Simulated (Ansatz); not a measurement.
# AlNH3+ (triplet): wave-function methods side by side, cc-pVTZ

How much of the correlation energy of AlNH3+ (triplet) does each wave-function method recover here?

The runs use Ansatz 0.2.0, Gaussian basis; cc-pVTZ, correlated electrons: outside noble gas.

Plan: UHF; CCSD(T) on ROHF; CCSD(T) on UHF; BCCD(T) on ROHF; CCSDT(Q) on ROHF; CCSDT(Q) on UHF.

### Step 1. The geometry

The geometry is a PBE0/def2-TZVP stationary point (not a proven minimum) of the parent state, kept for this charge and spin.

5 atoms, charge 1, spin multiplicity 3.

Atoms are counted from 1 here; the program's logs count them from 0.

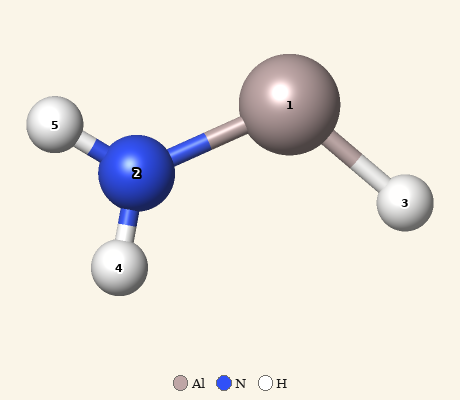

The structure; aluminium light grey, nitrogen blue, hydrogen white; atoms are numbered from 1 in the order of the file.

In the tables R marks a restricted open-shell determinant and U an unrestricted one; correlation energies count from the lowest restricted Hartree-Fock solution.

### Step 2. UHF

File in.yaml:

```yaml
crystal:
  periodic: [false, false, false]
  atoms:
    - {symbol: Al, position_ang: [0.000000, -0.104009, 0.648758]}
    - {symbol: N, position_ang: [0.000000, 0.087527, -1.114734]}
    - {symbol: H, position_ang: [0.000000, 1.256470, 1.498750]}
    - {symbol: H, position_ang: [0.000000, 0.977077, -1.591329]}
    - {symbol: H, position_ang: [0.000000, -0.665655, -1.783277]}
basis:
  gaussian: {orbitals: cc-pVTZ}
total_charge: 1
magnetization: {spin_polarized: true, initial_magnetization: 2}
hamiltonian: {xc: hf}
output: {orbitals: {seedname: orbitals}}
```

Command:

```console
$ ansatz run in.yaml --threads 1 --pin off --events-out ev --progress --plain --max-ram 2560MiB --backend cpu
```

Log:

```text
Functional definition: HF
  name "HF"
  cite "Fock, Z. Phys. 61, 126 (1930) doi:10.1007/BF01340294"
  parent pbe
  exchange = exact_x
  correlation = 0
741 factors; their error is unknown
mean field evaluation 1: about -8091.9678 eV, gradient 4.7e1 eV
mean field evaluation 2: about -8091.4723 eV, gradient 4.8e1 eV
mean field evaluation 4: about -8104.3420 eV, gradient 2.8e0 eV
mean field evaluation 8: about -8104.4562 eV, gradient 1.6e-1 eV
mean field evaluation 16: about -8091.9678 eV, gradient 4.7e1 eV
mean field evaluation 32: about -8099.8294 eV, gradient 4.5e0 eV
mean field evaluation 64: about -8097.8796 eV, gradient 1.2e1 eV
mean field evaluation 96: about -8104.4562 eV, gradient 1.5e-1 eV
mean field -8104.55757003 eV, -297.8369972322 hartree, gradient 2.1e-5 eV, S^2 2.012575; 1 other end points of the search recorded, 0 dependent functions left out
reference -8104.55757003 eV, -297.8369972322 hartree; 12, 10 occupied and 94, 96 virtual orbitals, 741 factors
Total energy: -8104.55757003 eV, -297.8369972322 hartree
```

Wall time 2.3 s (1 thread of AMD EPYC 7R13, shared host).

From the report: ⟨S²⟩ of the determinant 2.013 (pure triplet: 2.00).

### Step 3. CCSD(T) on ROHF

Changes to in.yaml since step 2:

```diff
@@ -11,4 +11,3 @@
 total_charge: 1
-magnetization: {spin_polarized: true, initial_magnetization: 2}
-hamiltonian: {xc: hf}
-output: {orbitals: {seedname: orbitals}}
+magnetization: {spin_polarized: false, initial_magnetization: 2}
+correlation: {method: ccsd_t, electrons: outside_noble_gas}
```

Command:

```console
$ ansatz run in.yaml --threads 2 --pin off --events-out ev --progress --plain --max-ram 15360MiB --backend cuda --devices 0, --max-vram 18GiB
```

Log, cut to the lines that bear on the results:

```text
Functional definition: HF
  name "HF"
  cite "Fock, Z. Phys. 61, 126 (1930) doi:10.1007/BF01340294"
  parent pbe
[...]
625 factors; integrals over basis functions are off by at most 1.0e-3 eV
[...]
mean field -8104.40515784 eV, -297.8313961874 hartree, gradient 2.7e-6 eV, S^2 2.000000; 8 other end points of the search recorded, 0 dependent functions left out
[...]
determinant -8104.40515784 eV, -297.8313961874 hartree, with singles and doubles -8111.38220111 eV, -298.0877977984 hartree
determinant -8102.31121526 eV, -297.7544452171 hartree, with singles and doubles -8109.59566947 eV, -298.0221439716 hartree
determinant -8101.42412978 eV, -297.7218454271 hartree, with singles and doubles -8108.76806040 eV, -297.9917298994 hartree
determinant -8098.94136566 eV, -297.6306055285 hartree, with singles and doubles -8106.36048650 eV, -297.9032531904 hartree
6 core orbitals not correlated: weight in the atoms' cores, before any rotation towards them, 1.000 or more for the frozen orbitals, at most 0.000 for the correlated occupied ones
reference -8104.40515784 eV, -297.8313961874 hartree; 6, 4 occupied and 94, 96 virtual orbitals, 625 factors
second order -6.05006320 eV of doubles, -0.09297591 eV of singles
cycle   1  -6.86329250 eV  change   -5.7e-1 eV  update   2.1e-2
[...]
cycle   9  -6.88460553 eV  change    5.2e-6 eV  update   9.1e-6
perturbative correction -0.17981687 eV, -0.0066081482 hartree
Total energy: -8111.46958024 eV, -298.0910089224 hartree
```

It took 3.9 s on 1 × H100 (card shared with other runs) with 2 threads of AMD EPYC 7R13, shared host; peak host memory 0.81 GiB.

From the report: correlation -7.0644 eV; T1 0.018; largest double amplitude 0.03.

### Step 4. CCSD(T) on UHF

Changes to in.yaml since step 3:

```diff
@@ -11,3 +11,3 @@
 total_charge: 1
-magnetization: {spin_polarized: false, initial_magnetization: 2}
+magnetization: {spin_polarized: true, initial_magnetization: 2}
 correlation: {method: ccsd_t, electrons: outside_noble_gas}
```

The command is unchanged.

Log, cut to the lines that bear on the results:

```text
Functional definition: HF
  name "HF"
  cite "Fock, Z. Phys. 61, 126 (1930) doi:10.1007/BF01340294"
  parent pbe
[...]
625 factors; integrals over basis functions are off by at most 1.0e-3 eV
[...]
mean field -8104.55775481 eV, -297.8370040228 hartree, gradient 5.3e-6 eV, S^2 2.012575; 4 other end points of the search recorded, 0 dependent functions left out
determinant -8104.55775481 eV, -297.8370040228 hartree, with singles and doubles -8111.38933029 eV, -298.0880597909 hartree
determinant -8102.34939048 eV, -297.7558481305 hartree, with singles and doubles -8109.59817244 eV, -298.0222359539 hartree
determinant -8101.82501038 eV, -297.7365775172 hartree, with singles and doubles -8108.73073933 eV, -297.9903583753 hartree
6 core orbitals not correlated: weight in the atoms' cores, before any rotation towards them, 1.000 or more for the frozen orbitals, at most 0.000 for the correlated occupied ones
reference -8104.55775481 eV, -297.8370040228 hartree; 6, 4 occupied and 94, 96 virtual orbitals, 625 factors
second order -5.98334954 eV of doubles, -0.00000000 eV of singles
cycle   1  -6.71984624 eV  change   -5.5e-1 eV  update   1.9e-2
[...]
cycle   9  -6.73687599 eV  change    4.6e-6 eV  update   7.8e-6
perturbative correction -0.17688278 eV, -0.0065003222 hartree
Total energy: -8111.47151358 eV, -298.0910799710 hartree
```

Wall time 3.6 s (1 × H100 (card shared with other runs) with 2 threads of AMD EPYC 7R13, shared host); peak host memory 0.81 GiB.

From the report: ⟨S²⟩ of the determinant 2.013 (pure triplet: 2.00); correlation -6.9138 eV; T1 0.012; largest double amplitude 0.03.

### Step 5. BCCD(T) on ROHF

Changes to in.yaml since step 4:

```diff
@@ -11,3 +11,3 @@
 total_charge: 1
-magnetization: {spin_polarized: true, initial_magnetization: 2}
-correlation: {method: ccsd_t, electrons: outside_noble_gas}
+magnetization: {spin_polarized: false, initial_magnetization: 2}
+correlation: {method: bccd_t, electrons: outside_noble_gas}
```

Launched as before.

Log, cut to the lines that bear on the results:

```text
Functional definition: HF
  name "HF"
  cite "Fock, Z. Phys. 61, 126 (1930) doi:10.1007/BF01340294"
  parent pbe
[...]
625 factors; integrals over basis functions are off by at most 1.0e-3 eV
[...]
mean field -8104.40515784 eV, -297.8313961874 hartree, gradient 2.7e-6 eV, S^2 2.000000; 8 other end points of the search recorded, 0 dependent functions left out
[...]
determinant -8104.40515784 eV, -297.8313961874 hartree, with singles and doubles -8111.38220111 eV, -298.0877977984 hartree
determinant -8102.31121526 eV, -297.7544452171 hartree, with singles and doubles -8109.59566947 eV, -298.0221439716 hartree
determinant -8101.42412978 eV, -297.7218454271 hartree, with singles and doubles -8108.76806040 eV, -297.9917298994 hartree
determinant -8098.94136566 eV, -297.6306055285 hartree, with singles and doubles -8106.36048650 eV, -297.9032531904 hartree
6 core orbitals not correlated: weight in the atoms' cores, before any rotation towards them, 1.000 or more for the frozen orbitals, at most 0.000 for the correlated occupied ones
reference -8104.40515784 eV, -297.8313961874 hartree; 6, 4 occupied and 94, 96 virtual orbitals, 625 factors
second order -6.05006320 eV of doubles, -0.09297591 eV of singles
cycle   1  -6.86720025 eV  change   -5.7e-1 eV  update   2.2e-2
[...]
cycle   9  -6.88221211 eV  change    3.4e-6 eV  update   1.2e-5
perturbative correction -0.18266481 eV, -0.0067128078 hartree
Total energy: -8111.47003475 eV, -298.0910256254 hartree
```

Wall time 3.9 s (1 × H100 (card shared with other runs) with 2 threads of AMD EPYC 7R13, shared host); peak host memory 0.82 GiB.

From the report: correlation -7.0649 eV; largest double amplitude 0.03.

### Step 6. CCSDT(Q) on ROHF

Changes to in.yaml since step 5:

```diff
@@ -12,2 +12,2 @@
 magnetization: {spin_polarized: false, initial_magnetization: 2}
-correlation: {method: bccd_t, electrons: outside_noble_gas}
+correlation: {method: ccsdt_q, electrons: outside_noble_gas}
```

The command is unchanged.

Log, cut to the lines that bear on the results:

```text
Functional definition: HF
  name "HF"
  cite "Fock, Z. Phys. 61, 126 (1930) doi:10.1007/BF01340294"
  parent pbe
[...]
1347 factors; integrals over basis functions are off by at most 1.9e-7 eV
[...]
mean field -8104.40518060 eV, -297.8313970241 hartree, gradient 3.1e-6 eV, S^2 2.000000; 8 other end points of the search recorded, 0 dependent functions left out
[...]
determinant -8104.40518060 eV, -297.8313970241 hartree, with singles and doubles -8111.38223678 eV, -298.0877991093 hartree
determinant -8102.31123835 eV, -297.7544460654 hartree, with singles and doubles -8109.59570927 eV, -298.0221454343 hartree
determinant -8101.42415523 eV, -297.7218463623 hartree, with singles and doubles -8108.76809607 eV, -297.9917312101 hartree
determinant -8098.94139113 eV, -297.6306064644 hartree, with singles and doubles -8106.36052449 eV, -297.9032545866 hartree
6 core orbitals not correlated: weight in the atoms' cores, before any rotation towards them, 1.000 or more for the frozen orbitals, at most 0.000 for the correlated occupied ones
reference -8104.40518060 eV, -297.8313970241 hartree; 6, 4 occupied and 94, 96 virtual orbitals, 1347 factors
second order -6.05008015 eV of doubles, -0.09297592 eV of singles
cycle   1  -6.65435164 eV  change   -5.1e-1 eV  update   6.0e-2
[...]
cycle  17  -7.08309971 eV  change    4.6e-7 eV  update   7.6e-7
perturbative correction -0.00546660 eV, -0.0002008938 hartree
Total energy: -8111.49374691 eV, -298.0918970310 hartree
```

Run time: 13 s. Hardware: 1 × H100 (card shared with other runs) with 2 threads of AMD EPYC 7R13, shared host; peak host memory 0.99 GiB.

From the report: correlation -7.0886 eV; T1 0.019; largest double amplitude 0.03.

### Step 7. CCSDT(Q) on UHF

Changes to in.yaml since step 6:

```diff
@@ -11,3 +11,3 @@
 total_charge: 1
-magnetization: {spin_polarized: false, initial_magnetization: 2}
+magnetization: {spin_polarized: true, initial_magnetization: 2}
 correlation: {method: ccsdt_q, electrons: outside_noble_gas}
```

Same command.

Log, cut to the lines that bear on the results:

```text
Functional definition: HF
  name "HF"
  cite "Fock, Z. Phys. 61, 126 (1930) doi:10.1007/BF01340294"
  parent pbe
[...]
1347 factors; integrals over basis functions are off by at most 1.9e-7 eV
[...]
mean field -8104.55777763 eV, -297.8370048612 hartree, gradient 5.2e-6 eV, S^2 2.012575; 4 other end points of the search recorded, 0 dependent functions left out
determinant -8104.55777763 eV, -297.8370048612 hartree, with singles and doubles -8111.38936575 eV, -298.0880610940 hartree
determinant -8102.34941359 eV, -297.7558489798 hartree, with singles and doubles -8109.59821259 eV, -298.0222374294 hartree
determinant -8101.82503557 eV, -297.7365784430 hartree, with singles and doubles -8108.73077117 eV, -297.9903595455 hartree
6 core orbitals not correlated: weight in the atoms' cores, before any rotation towards them, 1.000 or more for the frozen orbitals, at most 0.000 for the correlated occupied ones
reference -8104.55777763 eV, -297.8370048612 hartree; 6, 4 occupied and 94, 96 virtual orbitals, 1347 factors
second order -5.98336612 eV of doubles, -0.00000000 eV of singles
cycle   1  -6.50092320 eV  change   -5.2e-1 eV  update   6.0e-2
[...]
cycle  17  -6.93273778 eV  change    3.6e-7 eV  update   7.0e-7
perturbative correction -0.00552531 eV, -0.0002030513 hartree
Total energy: -8111.49604071 eV, -298.0919813266 hartree
```

Run time: 12 s. Hardware: 1 × H100 (card shared with other runs) with 2 threads of AMD EPYC 7R13, shared host; peak host memory 0.95 GiB.

From the report: ⟨S²⟩ of the determinant 2.013 (pure triplet: 2.00); correlation -6.9383 eV; T1 0.013; largest double amplitude 0.03.

### Step 8. Misses and costs

The yardstick is UCCSDT(Q), where the cluster series has nearly closed. Rows without a time come out of other runs: HF, MP2 and CCSD of CCSD(T), CCSDT of CCSDT(Q), CASSCF and MRCISD of the multireference runs.

Differences are taken before rounding.

```
   method  energy from the lowest RHF (meV)  from UCCSDT(Q) (meV)   time
      RHF                               0.0               +7090.9       
      UHF                            -152.6               +6938.3       
     RMP2                           -6143.0                +947.8       
     UMP2                           -6135.9                +954.9       
    RCCSD                           -6884.6                +206.3       
    UCCSD                           -6889.5                +201.4       
 RCCSD(T)                           -7064.4                 +26.5  3.9 s
 UCCSD(T)                           -7066.4                 +24.5  3.6 s
  BCCD(T)                           -7064.9                 +26.0  3.9 s
   RCCSDT                           -7083.1                  +7.8       
   UCCSDT                           -7085.3                  +5.5       
RCCSDT(Q)                           -7088.6                  +2.3   13 s
UCCSDT(Q)                           -7090.9                     0   12 s
```

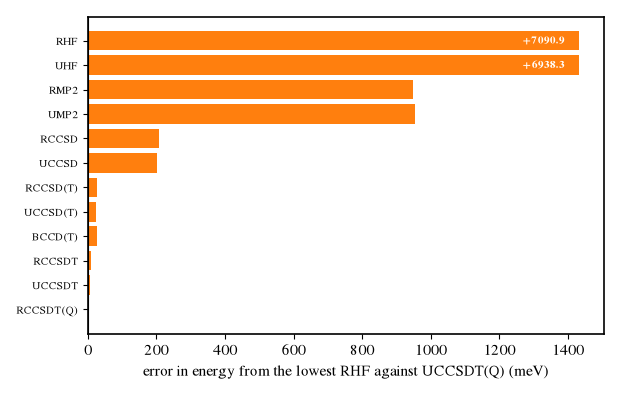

Deviations from UCCSDT(Q), method by method. Bars with a number in them are cut short.

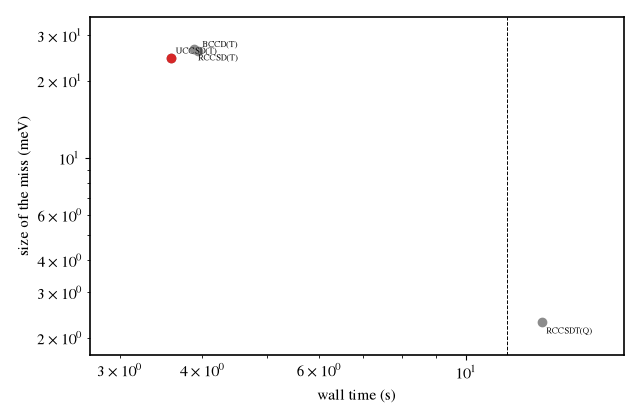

Accuracy for the time spent; red marks the levels, quicker than the yardstick, that beat every quicker one, and the dashed line is the time of UCCSDT(Q). Times are from a shared host.

### Step 9. Summary of results

| quantity | value |
| --- | --- |
| correlation energy, UCCSDT(Q) | -7.0909 eV |
| RMP2 from UCCSDT(Q) | +947.8 meV |
| UMP2 from UCCSDT(Q) | +954.9 meV |
| RCCSD from UCCSDT(Q) | +206.3 meV |
| RCCSD(T) from UCCSDT(Q) | +26.5 meV |
| UCCSD(T) from UCCSDT(Q) | +24.5 meV |
| RCCSDT(Q) from UCCSDT(Q) | +2.3 meV |
| levels within 1 kcal/mol (43 meV) | RCCSD(T), UCCSD(T), BCCD(T), RCCSDT, UCCSDT, RCCSDT(Q) |
| T1 diagnostic | 0.018 |

RCCSD(T) lands +26.5 meV from the yardstick (0.4 % of the correlation energy). These misses are within one basis and frozen core, not against nature; frozen cores of the runs differ by up to some meV.

For cost: UCCSD(T) gets within 24.5 meV in 3.6 s, where UCCSDT(Q) took 12 s.
